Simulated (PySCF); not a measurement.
# AlBH$_{6}$ (charge +1, doublet): what the fields show

Input file:

```
{"job": {"kind": "sp", "xc": "TPSSh", "basis": "ma-def2-SVP", "d3": "d3bj", "grid": 3}, "charge": 1, "multiplicity": 2}
Al    -0.717725    -0.329753    -0.201784
H      0.559025     0.730028    -0.930554
B      0.973665     0.462369     0.257093
H      0.948847    -0.822071     0.318044
H     -1.428495    -1.379380    -1.310351
H     -2.329126    -0.419095     0.197382
H      0.023584     0.838246     1.020698
H      2.039972     0.933384     0.509967
```

Launched as:

```sh
OMP_NUM_THREADS=1 python redox_run.py task.json out
```

Geometry: PBE0-D3(BJ)/def2-SVP.

All numbers below come from DFT single point, gas phase, functional TPSSh in PySCF 2.14.0, density-fitted response routines.

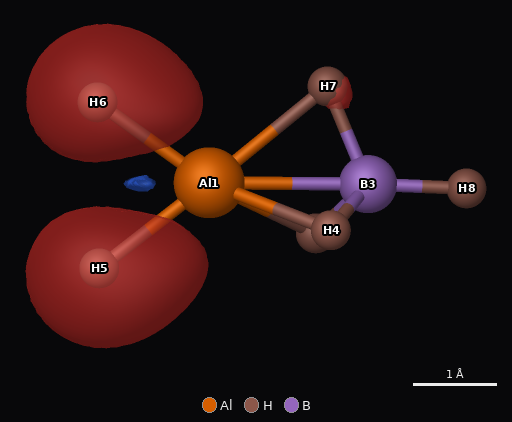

Figure 1. Isosurfaces of the spin density (α minus β) at +0.03 (red) and −0.03 e/Å³ (blue), seen across its widest extent.

Q: Describe the spin distribution.

A: The unpaired spin (1 electron) lies mostly on H5 (about 0.4), H6 (about 0.4) and Al1 (about 0.2), in electrons by Hirshfeld's partition.

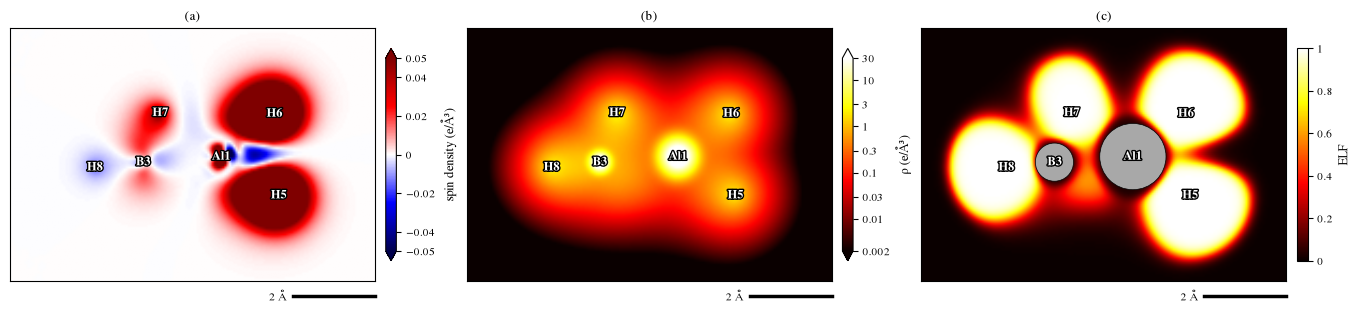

Figure 2. (a) spin density (α minus β); (b) electron density; (c) electron localisation function on the plane of atoms B3, Al1 and H5. Grey discs cover the atomic cores in the ELF map.

Q: Interpret the plot.

A: The section cuts through Al, B and H sites.
Al–B (1.92 Å): ρ is about 0.48 e/Å³ halfway; the ELF is about 0.35 at the midpoint.
B–H (1.19 Å): the density is about 1.2 e/Å³ at the midpoint; the ELF climbs to about 1 towards the hydrogen, as it does in any bond to H; an ordinary covalent bond to hydrogen.
Al–H (1.66 Å): ρ at the midpoint is about 0.45 e/Å³; the ELF climbs to about 1 towards the hydrogen.

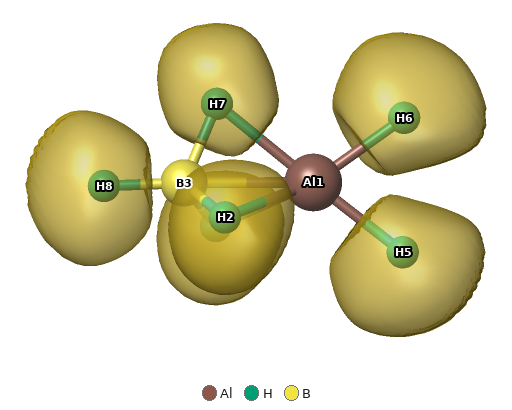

Figure 3. Isosurface of the electron localisation function at 0.75 (yellow), seen at an oblique angle. Only the valence region is drawn (cores and ρ < 0.01 e/Å³ removed).

Q: What do the ELF domains correspond to?

A: At this value the surface marks out five regions around hydrogen nuclei and one region wrapped around H (its valence shell).
